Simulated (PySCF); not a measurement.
System: C₅H₈FN.

The calculation's input:

```
{"job": {"kind": "uv", "xc": "PBE0", "basis": "def2-SVPD", "nstates": 6, "ntriplets": 2}, "charge": 0, "multiplicity": 1}
C     -2.058873     1.201261     0.535825
N     -0.856310     0.847502     0.517525
C     -0.403930    -0.324444    -0.065043
C     -0.940791    -1.514610     0.196014
C      0.844094    -0.139465    -0.884960
C      1.994519     0.314234     0.008874
F      3.123760     0.529913    -0.744529
H     -2.869774     0.662719     0.038072
H     -2.318625     2.106433     1.065961
H     -0.500470    -2.424035    -0.170298
H     -1.808570    -1.611339     0.825477
H      0.677321     0.626072    -1.647199
H      1.108610    -1.074581    -1.379601
H      2.249337    -0.449357     0.750520
H      1.755287     1.257688     0.506968
```

Launched as:

```sh
OMP_NUM_THREADS=1 python probes_run.py task.json out
```

Geometry: GFN2-xTB.

Computed with PBE0/def2-SVPD, SCF density, gas phase in PySCF.

What will maps of the electron density and electron localisation function show?

Answer. C–C (1.33 Å): the density is about 2.3 e/Å³ at the midpoint; the ELF peaks at about 0.95 between the atoms (a short, multiple covalent bond).
C–H (1.07 Å): ρ is about 2 e/Å³ halfway; the ELF climbs to about 1 towards the hydrogen, as it does in any bond to H: an ordinary covalent bond to hydrogen.
C–N (1.38 Å): ρ at the midpoint is about 2.2 e/Å³; the ELF peaks at about 0.95 between the atoms; a covalent bond.
C–C (1.50 Å): ρ is about 1.7 e/Å³ halfway; the ELF peaks at about 0.95 between the atoms; localised, covalent bonding.

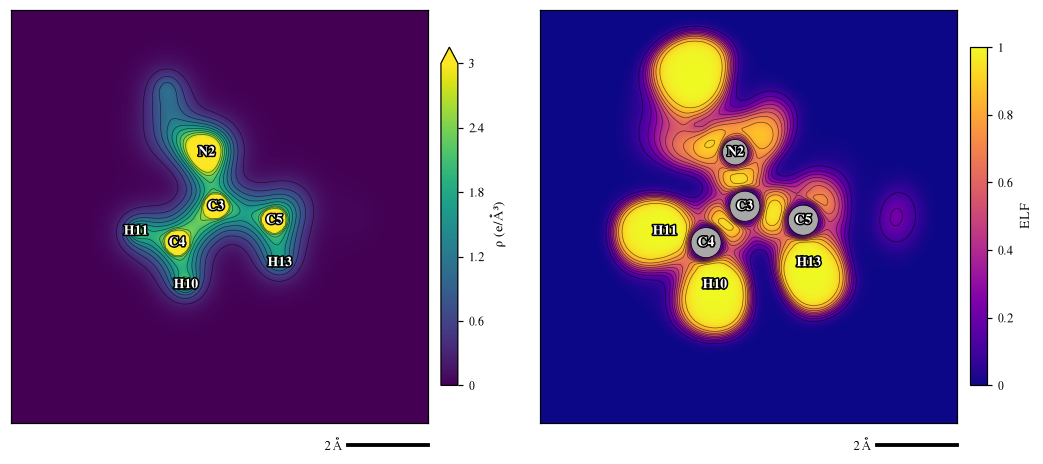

Computed electron density and electron localisation function on the plane of atoms C4, C3 and C5, in this order. Grey discs cover the atomic cores in the ELF map. 
